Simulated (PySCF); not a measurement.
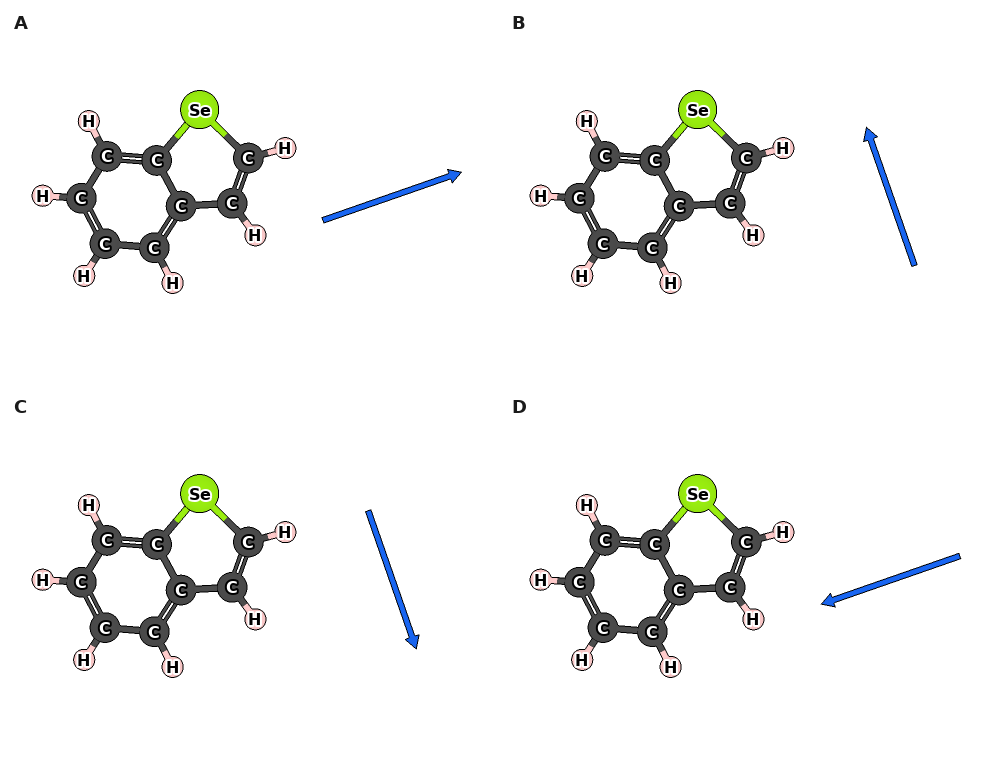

The same molecule four times, each with an arrow. The geometry was computed by an optimisation with GFN2-xTB. No frequency run is at hand to confirm it as a minimum. Level of theory: PBE0/def2-SVPD, gas phase (PySCF 2.14.0).

> Which arrow points along the dipole moment, from the negative to the positive end?

C. The dipole moment is 0.54 D.

The geometry is semi-empirical. Around Se such bond lengths and angles can be off by a tenth of an ångström or more and by several degrees, and values that hang on the shape move with them.
